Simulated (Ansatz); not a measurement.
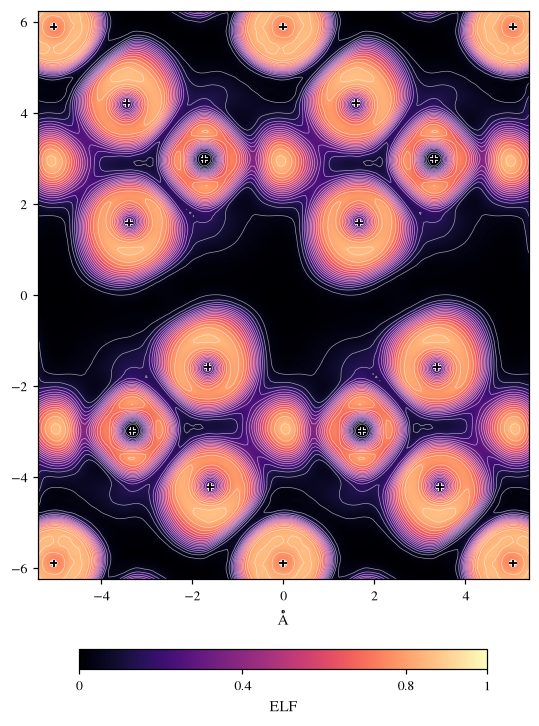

The ELF on a plane through atoms (crosses mark nuclei in the plane).

These are results of DFT PBE, scalar-relativistic, plane waves, PAW (Ansatz), not measurements.

Candidates:
A. CaTa2O4, a = 5.04 Å, b = 11.79 Å, c = 3.00 Å, α = 90.00°, β = 90.00°, γ = 90.00°. Space group Pnnm; a generated structure, not necessarily the stable one.
B. Si5PdW, a = 3.40 Å, b = 4.29 Å, c = 7.33 Å, α = 90.00°, β = 90.00°, γ = 90.00°. Space group Pmmm; a structure from a database of computed crystals, not necessarily the ambient phase; a generated structure, not necessarily the stable one; changed on purpose from its base cell (volume × 1.03, shape and atoms relaxed); computed pressure about −4 GPa in this cell.
C. Ga2SnSe, a = 5.94 Å, b = 5.94 Å, c = 12.00 Å, α = 90.00°, β = 90.00°, γ = 90.00°. Space group I-42d; a generated structure, not necessarily the stable one; changed on purpose from its base cell (volume × 0.94, shape and atoms relaxed); computed pressure about 3 GPa in this cell.

Question: Which system is this?

Answer: Candidate A: CaTa2O4 on the (001) plane of the conventional cell, which holds Ca, Ta and O. Ta–O (2.11 Å): the ELF peaks at about 0.80 in the valence shell of O, 0.6 Å from its nucleus, and drops to about 0.15 between the two atoms (no localised pair shows between them). Ca–O (2.32 Å): the ELF is about 0.10 at the midpoint; a largely ionic contact.
